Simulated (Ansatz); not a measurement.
## Nudged elastic band of CH$_{2}$OS

CH$_{2}$OS, computed with RKS r2SCAN-D4/def2-SVPD (Ansatz 0.2.0).

It belongs to a series of runs on one base structure; here: band between the two ends. Figures and captions count atoms from 1; the log counts them from 0 in places.

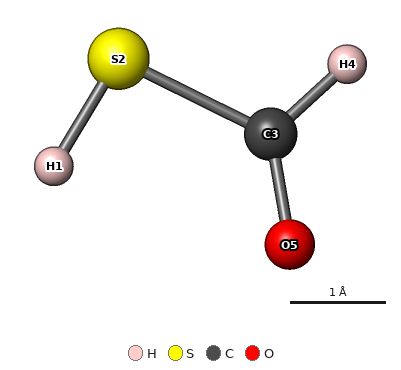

The starting structure (ball-and-stick view, seen at a tilt; atoms are numbered from 1 in the order of the input). Bond lengths as drawn: C–H 1.11 Å, C–O 1.20 Å, C–S 1.79 Å and H–S 1.35 Å.

**Input file**
```yaml
crystal:
  periodic: [false, false, false]
  atoms:
    - { symbol: H, position_ang: [-0.526604, -1.639325, -0.344193] }
    - { symbol: S, position_ang: [0.592425, -0.944962, -0.658764] }
    - { symbol: C, position_ang: [0.065899, 0.548097, 0.171327] }
    - { symbol: H, position_ang: [0.839509, 1.343876, 0.072806] }
    - { symbol: O, position_ang: [-0.971328, 0.692414, 0.758723] }
basis:
  gaussian: { orbitals: def2-SVPD }
hamiltonian:
  xc: r2scan
  dispersion: d4
neb:
  order_check: false
  images: 5
  f_tol: 0.03
  max_iterations: 60
  final_atoms:
    - { symbol: H, position_ang: [-1.15498461, -0.87748358, 0.26441976] }
    - { symbol: S, position_ang: [1.18815722, -0.76416796, -0.89725272] }
    - { symbol: C, position_ang: [0.28509449, 0.28526945, -0.03952541] }
    - { symbol: H, position_ang: [0.59302226, 1.3155228, 0.18871804] }
    - { symbol: O, position_ang: [-0.91138837, 0.04095928, 0.48353934] }
  initial_path:
    images:
      - { positions_ang: [[-0.526604, -1.639325, -0.344193], [0.592425, -0.944962, -0.658764], [0.065899, 0.548097, 0.171327], [0.839509, 1.343876, 0.072806], [-0.971328, 0.692414, 0.758723]] }
      - { positions_ang: [[-0.61842709, -1.42452054, -0.21649534], [0.66386087, -0.93850273, -0.69300616], [0.11755465, 0.49703815, 0.12558123], [0.79386983, 1.3478981, 0.09775629], [-0.95695726, 0.51818703, 0.68606298]] }
      - { positions_ang: [[-0.71025018, -1.20971608, -0.08879769], [0.73529674, -0.93204346, -0.72724832], [0.16921029, 0.44597929, 0.07983547], [0.74823067, 1.35192019, 0.12270658], [-0.94258652, 0.34396006, 0.61340295]] }
      - { positions_ang: [[-0.80207328, -0.99491162, 0.03889997], [0.80673261, -0.9255842, -0.76149047], [0.22086594, 0.39492044, 0.0340897], [0.7025915, 1.35594229, 0.14765687], [-0.92821577, 0.16973309, 0.54074293]] }
      - { positions_ang: [[-0.91971039, -0.95576894, 0.11407323], [0.93387415, -0.87177878, -0.80674456], [0.24227545, 0.35837011, 0.00955133], [0.66606842, 1.34246913, 0.16134393], [-0.92260664, 0.12680849, 0.52167507]] }
      - { positions_ang: [[-1.0373475, -0.91662626, 0.18924649], [1.06101569, -0.81797337, -0.85199864], [0.26368497, 0.32181978, -0.01498704], [0.62954534, 1.32899597, 0.17503098], [-0.9169975, 0.08388388, 0.50260721]] }
      - { positions_ang: [[-1.15498461, -0.87748358, 0.26441976], [1.18815722, -0.76416796, -0.89725272], [0.28509449, 0.28526945, -0.03952541], [0.59302226, 1.3155228, 0.18871804], [-0.91138837, 0.04095928, 0.48353934]] }
```

Command:
```bash
ansatz run input.yaml --threads 2 --pin off --max-ram 3072MiB --backend cpu --events-out ev --progress --plain --runs-dir out
```

**Output**
```
Engine: ansatz 0.2.0, x86_64-unknown-linux-gnu
Functional definition: r2SCAN
  parameter k0 = 0.174
  parameter k1 = 0.065
  parameter a1 = 4.9479
  exchange = r2scan_x(k0 = k0, k1 = k1, a1 = a1)
  correlation = r2scan_c
752 factors; their error is unknown
mean field evaluation 1: about -13938.8489 eV, gradient 5.0e1 eV
mean field evaluation 2: about -13877.4892 eV, gradient 1.5e2 eV
mean field evaluation 4: about -13943.5447 eV, gradient 1.4e1 eV
mean field evaluation 8: about -13943.9789 eV, gradient 1.6e-1 eV
mean field evaluation 16: about -13943.9478 eV, gradient 3.7e-5 eV
mean field -13943.94776372 eV, -512.4306287696 hartree, gradient 6.0e-6 eV, S^2 0.000000; 0 other end points of the search recorded, 0 dependent functions left out
the calculation of the forces begins
reference -13943.94778099 eV, -512.4306294041 hartree; 16, 16 occupied and 70, 70 virtual orbitals, 752 factors
752 factors; their error is unknown
mean field evaluation 32: about -13943.8596 eV, gradient 2.8e-3 eV
mean field -13943.85962624 eV, -512.4273897768 hartree, gradient 4.0e-5 eV, S^2 0.000000; 0 other end points of the search recorded, 0 dependent functions left out
[... from here on the field's lines of each further geometry are left out, up to the last ...]
NEB iter   1: max|band force component| = 2.270e0 eV/Å  barrier→ = 1.2479 eV  barrier← = 1.1594 eV  Δτ_max = 0.1590 Å  (197 SCF iters)
NEB iter   2: max|band force component| = 1.417e0 eV/Å  barrier→ = 1.3218 eV  barrier← = 1.2332 eV  Δτ_max = 0.0547 Å  (169 SCF iters)
NEB iter   3: max|band force component| = 8.622e-1 eV/Å  barrier→ = 1.2525 eV  barrier← = 1.1639 eV  Δτ_max = 0.1932 Å  (157 SCF iters)
NEB iter   4: max|band force component| = 4.558e0 eV/Å  barrier→ = 2.0036 eV  barrier← = 1.9150 eV  Δτ_max = 0.1042 Å  (180 SCF iters)
NEB iter   5: max|band force component| = 2.144e0 eV/Å  barrier→ = 1.3350 eV  barrier← = 1.2465 eV  Δτ_max = 0.0967 Å  (186 SCF iters)
NEB iter   6: max|band force component| = 1.275e0 eV/Å  barrier→ = 1.2526 eV  barrier← = 1.1640 eV  Δτ_max = 0.0378 Å  (167 SCF iters)
NEB iter   7: max|band force component| = 6.570e-1 eV/Å  barrier→ = 1.2403 eV  barrier← = 1.1518 eV  CI = image 3  Δτ_max = 0.0725 Å  (161 SCF iters)
NEB iter   8: max|band force component| = 2.996e-1 eV/Å  barrier→ = 1.3022 eV  barrier← = 1.2136 eV  CI = image 3  Δτ_max = 0.0083 Å  (166 SCF iters)
NEB iter   9: max|band force component| = 1.656e-1 eV/Å  barrier→ = 1.3013 eV  barrier← = 1.2127 eV  CI = image 3  Δτ_max = 0.0058 Å  (164 SCF iters)
NEB iter  10: max|band force component| = 5.012e-2 eV/Å  barrier→ = 1.3008 eV  barrier← = 1.2122 eV  CI = image 3  Δτ_max = 0.0014 Å  (165 SCF iters)
the calculation of the forces begins
reference -13943.69830827 eV, -512.4214614507 hartree; 16, 16 occupied and 70, 70 virtual orbitals, 752 factors
752 factors; their error is unknown
mean field evaluation 576: about -13942.6470 eV, gradient 2.7e-4 eV
mean field -13942.64703188 eV, -512.3828277559 hartree, gradient 2.5e-5 eV, S^2 0.000000; 1 other end points of the search recorded, 0 dependent functions left out
the calculation of the forces begins
reference -13942.64704832 eV, -512.3828283601 hartree; 16, 16 occupied and 70, 70 virtual orbitals, 752 factors
NEB iter  11: max|band force component| = 1.387e-2 eV/Å  barrier→ = 1.3008 eV  barrier← = 1.2122 eV  CI = image 3  Δτ_max = 0.0000 Å  (302 SCF iters)
```

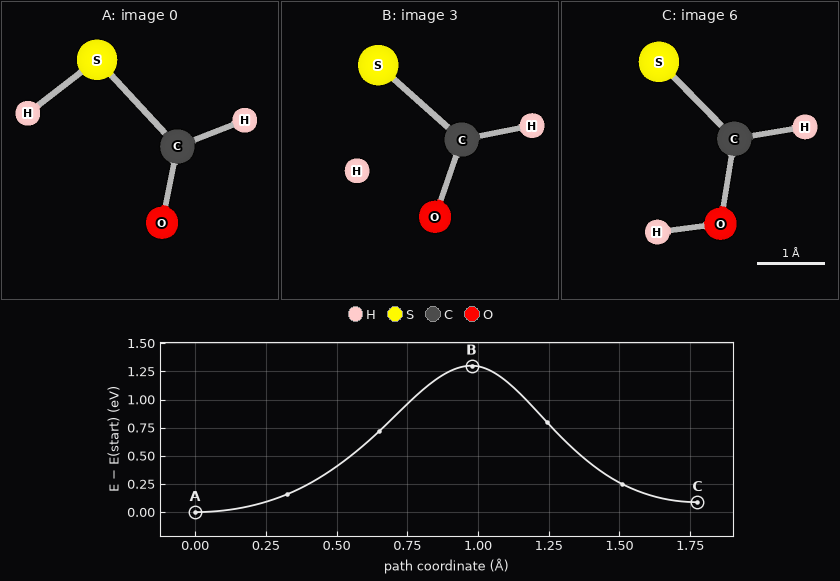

Images of the last band (counted from 0; ball-and-stick, seen at a tilt) above the energy along the path; the line is a cubic interpolation that uses the forces. The highest image is number 3, 1.301 eV above the start and 1.212 eV above the end (the climbing image); the end lies 0.089 eV above the start. The path is 1.78 Å long. The band converged in 11 iterations.

```
Total energy: -13942.66334991 eV, -512.3834274326 hartree
Atom 0 at    -0.719958    -1.007946    -0.008210 Å, force     0.003232     0.003055    -0.000971 eV/Å
Atom 1 at     0.765772    -0.968664    -0.756646 Å, force     0.001307     0.000238    -0.000409 eV/Å
Atom 2 at     0.190824     0.399377     0.051689 Å, force    -0.013754     0.001086     0.007835 eV/Å
Atom 3 at     0.711683     1.364636     0.146288 Å, force     0.006149    -0.001998    -0.004272 eV/Å
Atom 4 at    -0.948420     0.212698     0.566779 Å, force     0.003066    -0.002381    -0.002183 eV/Å
Dipole moment:     0.136989     0.150221    -0.013988 e Å
this run last wrote the band of iteration 11 to [file]
```

**The last band as extended XYZ (Å, eV, eV/Å)**
```
5
Properties=species:S:1:pos:R:3:forces:R:3 image=0 energy=-13943.96413
H    -0.5266   -1.6393   -0.3442    0.0000  -0.0074  -0.0028
S     0.5924   -0.9450   -0.6588   -0.0012   0.0214   0.0073
C     0.0659    0.5481    0.1713    0.0165  -0.0141  -0.0081
H     0.8395    1.3439    0.0728    0.0032  -0.0076  -0.0066
O    -0.9713    0.6924    0.7587   -0.0185   0.0077   0.0102
5
Properties=species:S:1:pos:R:3:forces:R:3 image=1 energy=-13943.80500
H    -0.5733   -1.4144   -0.2368    0.1503  -0.7284  -0.3494
S     0.6290   -0.9808   -0.6895   -0.1171   0.0758   0.0876
C     0.1049    0.5016    0.1342   -0.1279   0.1611   0.1262
H     0.8020    1.3633    0.0998    0.1343  -0.0050  -0.0703
O    -0.9627    0.5304    0.6921   -0.0396   0.4965   0.2059
5
Properties=species:S:1:pos:R:3:forces:R:3 image=2 energy=-13943.24383
H    -0.6145   -1.1885   -0.1295    0.8345  -1.3806  -0.9464
S     0.6711   -0.9983   -0.7191   -0.6442  -0.1604   0.2711
C     0.1428    0.4501    0.0952   -0.3762   0.3887   0.3392
H     0.7528    1.3682    0.1258    0.2398   0.0537  -0.1033
O    -0.9524    0.3686    0.6275   -0.0539   1.0987   0.4394
5
Properties=species:S:1:pos:R:3:forces:R:3 image=3 energy=-13942.66333
H    -0.7200   -1.0079   -0.0082    0.0032   0.0031  -0.0010
S     0.7658   -0.9687   -0.7566    0.0013   0.0002  -0.0004
C     0.1908    0.3994    0.0517   -0.0138   0.0011   0.0078
H     0.7117    1.3646    0.1463    0.0061  -0.0020  -0.0043
O    -0.9484    0.2127    0.5668    0.0031  -0.0024  -0.0022
5
Properties=species:S:1:pos:R:3:forces:R:3 image=4 energy=-13943.16425
H    -0.8352   -0.9050    0.0910   -1.4136   1.2294   1.1870
S     0.8824   -0.9184   -0.7978    1.0801   0.3773  -0.4152
C     0.2275    0.3654    0.0195    0.4717  -0.3915  -0.3866
H     0.6718    1.3628    0.1646   -0.2151  -0.1197   0.0646
O    -0.9466    0.0953    0.5226    0.0768  -1.0956  -0.4498
5
Properties=species:S:1:pos:R:3:forces:R:3 image=5 energy=-13943.71425
H    -0.9919   -0.8807    0.1796   -0.8007   0.1888   0.4837
S     1.0353   -0.8461   -0.8491    0.6464   0.2602  -0.2355
C     0.2603    0.3257   -0.0118    0.1847  -0.2102  -0.1721
H     0.6264    1.3459    0.1822   -0.1196  -0.1203   0.0165
O    -0.9303    0.0552    0.4991    0.0892  -0.1186  -0.0925
5
Properties=species:S:1:pos:R:3:forces:R:3 image=6 energy=-13943.87554
H    -1.1550   -0.8775    0.2644   -0.0003   0.0011   0.0001
S     1.1882   -0.7642   -0.8973    0.0010  -0.0009  -0.0006
C     0.2851    0.2853   -0.0395   -0.0017   0.0022   0.0011
H     0.5930    1.3155    0.1887    0.0006  -0.0005  -0.0005
O    -0.9114    0.0410    0.4835    0.0002  -0.0019  -0.0001
```

**Results in brief**

| quantity | value |
| --- | --- |
| outcome | converged |
| barrier, forward | 1.301 eV |
| barrier, backward | 1.212 eV |
| hardware | 2 threads of Intel Xeon (Granite Rapids), 16 GiB of memory available, shared host |
| wall time | 43 s (CPU time 83 s) |
| peak memory | 0.16 GiB |

**Notes**

The order of the saddle point was not checked.
